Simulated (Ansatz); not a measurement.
# CH8AlBNP (SMILES C[B]([AlH2])NP): what the fields show

```
atom    x (Å)    y (Å)    z (Å)
   C  -1.2067   0.4428  -0.7174
   B   0.0147  -0.3223  -0.0973
  Al   0.5003  -2.3732  -0.5511
   N   0.9012   0.3096   0.8033
   P   0.9406   1.9238   1.4429
   H  -1.4042   1.4328  -0.2973
   H  -1.0411   0.5667  -1.7955
   H  -2.1222  -0.1531  -0.6416
   H  -0.3345  -3.3178  -1.5303
   H   1.7947  -3.0218   0.1366
   H   1.6759  -0.2318   1.1581
   H   0.7146   2.6579   0.2479
   H  -0.4129   2.0516   1.8563
```

Geometry: PBE0-D4/def2-TZVP.

Theory: RKS PBE0-D4/def2-TZVPP (Ansatz).

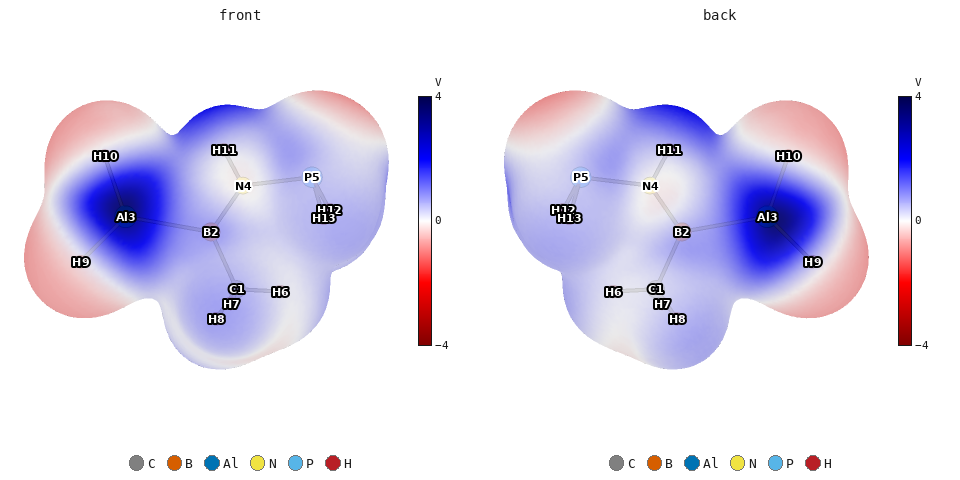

Figure 1. The electrostatic potential painted on the density surface at 0.002 e/bohr³, seen from the front and from behind; red is negative and blue positive.

### Where is the surface potential most negative and most positive?

The most negative region (about −0.8 V) lies over P5, the most positive (about +3.4 V) over Al3.

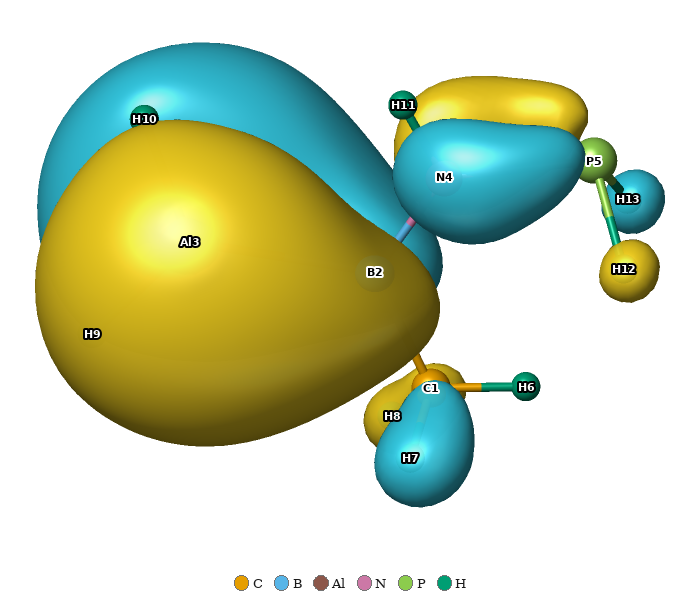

Figure 2. The LUMO at ±0.06 Å⁻³ᐟ² (yellow and cyan are the two phases), seen at a tilt.

### Describe this orbital and give its energy.

Its weight (Hirshfeld) is mainly on Al3 (about 60 %) and B2 (about 20 %). Its energy is −1.99 eV.

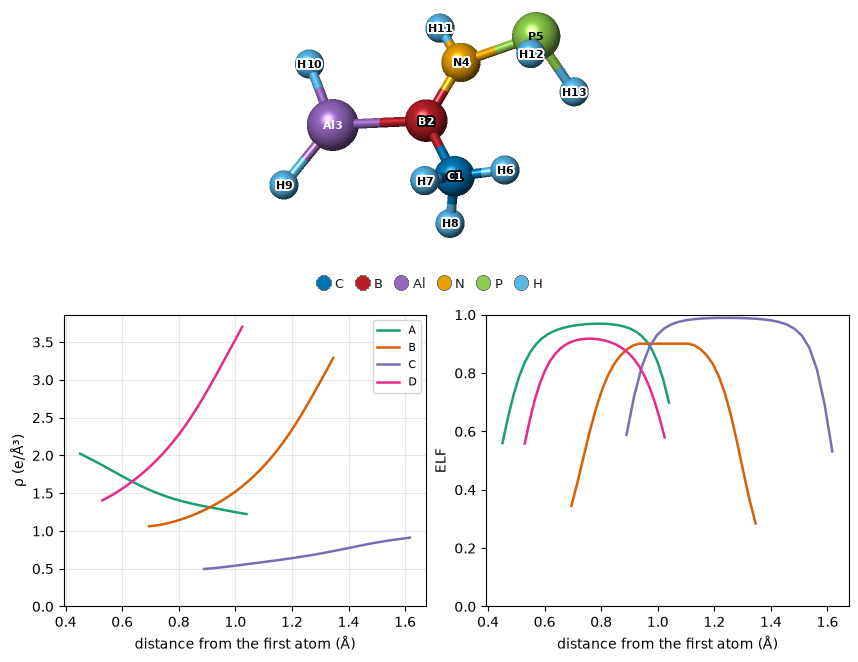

Figure 3. Electron density and ELF along straight lines between neighbouring atoms. The curves leave out the atomic cores. The structure is drawn too.

### Which curve belongs to which contact (Al–B, B–N, C–B and P–N)? The first atom named is at distance zero.

Curve A: C–B (1.57 Å): ρ at the midpoint is about 1.4 e/Å³; the ELF peaks at about 0.95 between the atoms: localised, covalent bonding. Curve B: P–N (1.74 Å): the density is about 1.2 e/Å³ at the midpoint; the ELF peaks at about 0.90 between the atoms; a shared but strongly polarised pair. Curve C: Al–B (2.16 Å): the density is about 0.58 e/Å³ at the midpoint; the ELF peaks at about 1 between the atoms: a covalent bond. Curve D: B–N (1.41 Å): the density is about 1.9 e/Å³ at the midpoint; the ELF peaks at about 0.90 between the atoms (a short, strongly polar bond).
